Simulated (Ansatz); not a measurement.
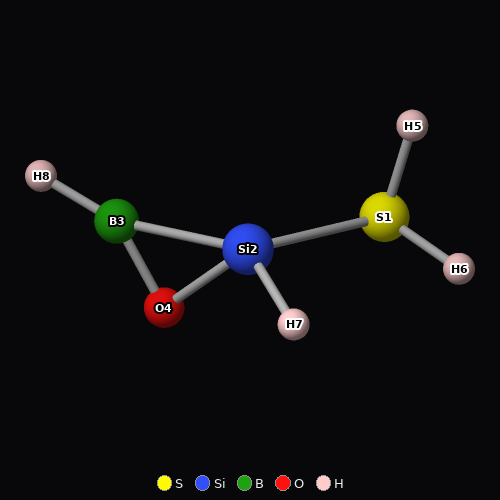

The system is BH4OSSi, SMILES [SH2+][SiH]1BO1, charge +1; the picture shows the reference structure. Coordinates scanned: (1) umbrella angle at S1 (between each of its bonds and their common axis; 90 is planar); (2) change of the bonds S1–Si2, S1–H5, S1–H6, all alike. Nothing is relaxed (all other coordinates rigid). The grid has 15 × 15 points. Points are written as (first, second). All energies are given in eV relative to the lowest grid point. Method: RKS PBE0-D4/def2-TZVP in Ansatz.

Its coordinates:

```xyz
8

S    -0.5452    1.3780   -0.9533
Si    0.5293   -0.1253    0.4416
B    -0.4451   -1.7879    0.6687
O     0.2714   -1.6054   -0.4296
H    -1.0708    2.1801   -0.0019
H     0.4754    2.2180   -1.2346
H     1.9275    0.3278    0.3176
H    -1.1426   -2.5854    1.1917
```

Range: umbrella angle at S1 (between each of its bonds and their common axis; 90 is planar) from 48.3 to 131.7°; change of the bonds S1–Si2, S1–H5, S1–H6, all alike from −0.184 to 0.284 Å.

**Predict the map.**

The lowest grid point is at (119.8°, 0.017 Å). There is a further well near (60.2°, −0.017 Å) (0.010 eV above the lowest at that grid point). The highest grid point, (90.0°, 0.284 Å), lies 2.38 eV above the lowest. On the interpolated surface the easiest way out of the lowest well to the well at about (60°, 0.00 Å) passes a barrier of about 0.7 eV. Round the minimum the two coordinates are weakly coupled (coupling −0.10 in units of the two stiffnesses).

| second ↓, first → | 48.3 | 54.2 | 60.2 | 66.2 | 72.1 | 78.1 | 84.0 | 90.0 | 96.0 | 101.9 | 107.9 | 113.8 | 119.8 | 125.8 | 131.7 |
| --- | --- | --- | --- | --- | --- | --- | --- | --- | --- | --- | --- | --- | --- | --- | --- |
| 0.284 | 1.70 | 1.55 | 1.55 | 1.67 | 1.88 | 2.13 | 2.32 | 2.38 | 2.29 | 2.09 | 1.84 | 1.64 | 1.53 | 1.56 | 1.73 |
| 0.251 | 1.44 | 1.28 | 1.27 | 1.39 | 1.60 | 1.84 | 2.03 | 2.10 | 2.01 | 1.80 | 1.56 | 1.36 | 1.26 | 1.28 | 1.46 |
| 0.217 | 1.18 | 1.01 | 1.00 | 1.12 | 1.33 | 1.57 | 1.75 | 1.82 | 1.73 | 1.53 | 1.29 | 1.09 | 0.98 | 1.02 | 1.21 |
| 0.184 | 0.95 | 0.77 | 0.76 | 0.87 | 1.08 | 1.32 | 1.50 | 1.56 | 1.48 | 1.28 | 1.04 | 0.84 | 0.74 | 0.78 | 0.98 |
| 0.151 | 0.75 | 0.56 | 0.54 | 0.65 | 0.85 | 1.09 | 1.27 | 1.33 | 1.24 | 1.05 | 0.82 | 0.62 | 0.52 | 0.57 | 0.78 |
| 0.117 | 0.58 | 0.37 | 0.34 | 0.45 | 0.65 | 0.88 | 1.06 | 1.12 | 1.03 | 0.84 | 0.61 | 0.42 | 0.33 | 0.38 | 0.61 |
| 0.084 | 0.44 | 0.23 | 0.19 | 0.29 | 0.49 | 0.71 | 0.88 | 0.94 | 0.86 | 0.68 | 0.45 | 0.26 | 0.17 | 0.24 | 0.48 |
| 0.050 | 0.35 | 0.12 | 0.07 | 0.17 | 0.36 | 0.58 | 0.75 | 0.80 | 0.73 | 0.54 | 0.32 | 0.14 | 0.06 | 0.13 | 0.39 |
| 0.017 | 0.32 | 0.07 | 0.01 | 0.10 | 0.28 | 0.50 | 0.66 | 0.72 | 0.64 | 0.47 | 0.25 | 0.07 | 0.00 | 0.08 | 0.35 |
| −0.017 | 0.34 | 0.08 | 0.01 | 0.09 | 0.27 | 0.48 | 0.63 | 0.69 | 0.61 | 0.44 | 0.23 | 0.07 | 0.00 | 0.10 | 0.38 |
| −0.050 | 0.44 | 0.17 | 0.08 | 0.15 | 0.32 | 0.52 | 0.68 | 0.73 | 0.66 | 0.49 | 0.29 | 0.13 | 0.07 | 0.18 | 0.49 |
| −0.084 | 0.64 | 0.34 | 0.24 | 0.30 | 0.46 | 0.65 | 0.80 | 0.85 | 0.78 | 0.62 | 0.43 | 0.28 | 0.23 | 0.36 | 0.68 |
| −0.117 | 0.92 | 0.61 | 0.49 | 0.54 | 0.69 | 0.88 | 1.02 | 1.07 | 1.00 | 0.85 | 0.66 | 0.52 | 0.49 | 0.63 | 0.97 |
| −0.151 | 1.34 | 1.01 | 0.88 | 0.91 | 1.05 | 1.23 | 1.36 | 1.41 | 1.35 | 1.20 | 1.02 | 0.89 | 0.87 | 1.03 | 1.39 |
| −0.184 | 1.89 | 1.53 | 1.38 | 1.41 | 1.53 | 1.70 | 1.83 | 1.87 | 1.81 | 1.68 | 1.51 | 1.39 | 1.38 | 1.55 | 1.94 |

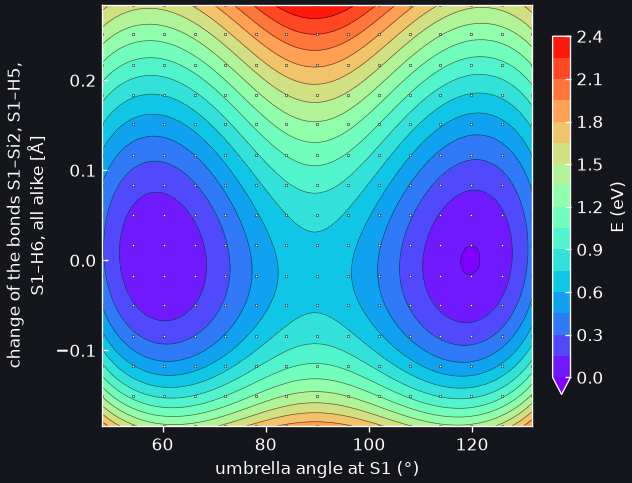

The picture shows filled contours, dots at the grid points. Between grid points the surface is interpolated.

The whole map (225 points run) took 24 min on 1 thread of Arm Neoverse V2, on a shared host.
